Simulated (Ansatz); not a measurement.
System: Rb₃S₄.

Input file:

```
crystal:
  lattice:
    - [2.5904871046, -2.5907243858, 0.0]
    - [2.5904871046, 2.5907243858, 0.0]
    - [0.0, 0.0, 14.6593911634]
  atoms:
    - { symbol: Rb, position: [0.5, 0.5, 0.2037356331] }
    - { symbol: Rb, position: [0.5, 0.5, 0.5] }
    - { symbol: Rb, position: [0.5, 0.5, 0.7962643669] }
    - { symbol: S, position: [0.0, 0.0, 0.3441786527] }
    - { symbol: S, position: [0.0, 0.0, 0.6558213473] }
    - { symbol: S, position: [0.0, 0.5, 0.0] }
    - { symbol: S, position: [0.5, 0.0, 0.0] }
basis:
  ecutwfc: 420
kpoints:
  mp_grid: { grid: [10, 10, 4] }
  band_path:
    path:
      - [[0.0, 0.0, 0.0], [0.0, 0.5, 0.0], [0.5, 0.4999542, 0.0], [0.0, 0.0, 0.0], [0.0, 0.0, 0.5], [0.0, 0.5, 0.5], [0.5, 0.4999542, 0.5], [0.0, 0.0, 0.5]]
      - [[0.0, 0.5, 0.0], [0.0, 0.5, 0.5]]
      - [[0.5, 0.4999542, 0.0], [0.5, 0.4999542, 0.5]]
    npoints: 14
hamiltonian:
  xc: pbe
scf:
  occupations: { method: gaussian, width: 0.1 }
  n_extra_bands: 17
output:
  forces: true
  stress: true
  eigenvalues: true
  populations: true
  dos: { projected: true, de: 0.02, nscf_kmesh: { grid: [12, 12, 5] } }
  bader: true
  write_density: true
  write_potential: true
  elf: true
  volumetric_format: npy
```

Command:

```sh
ansatz run input.yaml --threads 1 --pin off --max-ram 2560MiB --backend cpu --events-out ev --progress --plain --runs-dir out
```

Below, planes, directions and counts refer to the conventional cell (a = 3.66 Å, b = 3.66 Å, c = 14.66 Å, α = 90.00°, β = 90.00°, γ = 90.01°).

Space group P4/mmm; a structure generated by program, which may or may not match a known phase; computed without spin polarisation.

The calculation used Ansatz 0.2.0, DFT PBE, scalar-relativistic, plane waves, PAW.

Question: What can the converged valence pseudo-density and electron localisation function tell about the bonding?

Answer: Rb–S (3.31 Å): the density is about 0.09 e/Å³ at the midpoint; the ELF is about 0.10 at the midpoint; no localised pair shows between them.
Rb–S (3.45 Å): the density is about 0.07 e/Å³ at the midpoint; the ELF is about 0.05 at the midpoint: no localised pair shows between them.
Bader's partition of the density gives Rb +0.78 and S −0.88 to −0.29 e.

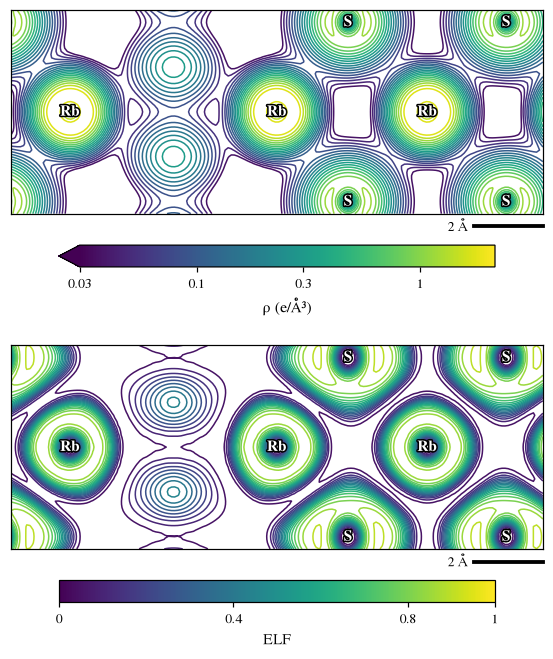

Computed valence pseudo-density and electron localisation function on the (110) plane of the conventional cell, in this order. 
